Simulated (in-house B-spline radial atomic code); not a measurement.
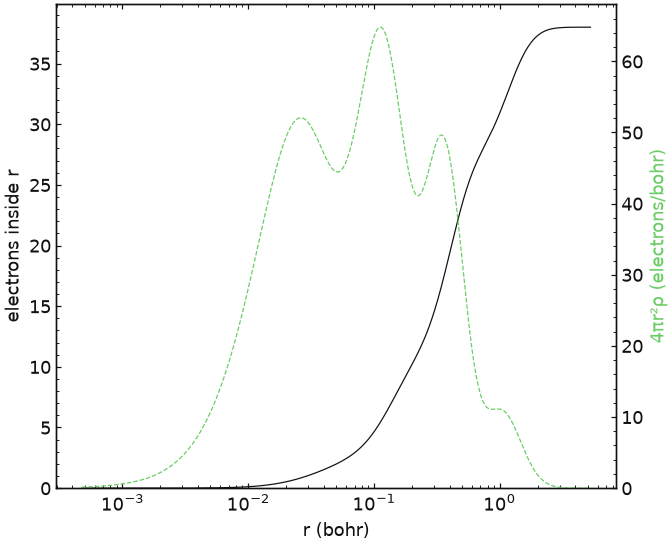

Mo⁴⁺ (Z = 42, 38 electrons); electrons: [Kr] 4d2 (high spin). Theory: non-relativistic LDA (Slater, VWN5), spin-polarised, spherical fractional occupations, point nucleus, basis-set limit (computed with an in-house B-spline radial code).

The plot shows the number of electrons inside radius r (solid) and the radial density 4πr²ρ (dashed).

Q: Read the plot.

Answer: The count levels off at 38 electrons. Half of them lie within 0.392 bohr, 90 % within 1.32 bohr and 99 % within 2.22 bohr. The radial density has minima at 0.051, 0.22 and 0.87 bohr, where the count stands at 2.0, 11.2 and 29.5; these part the shells that the density resolves.
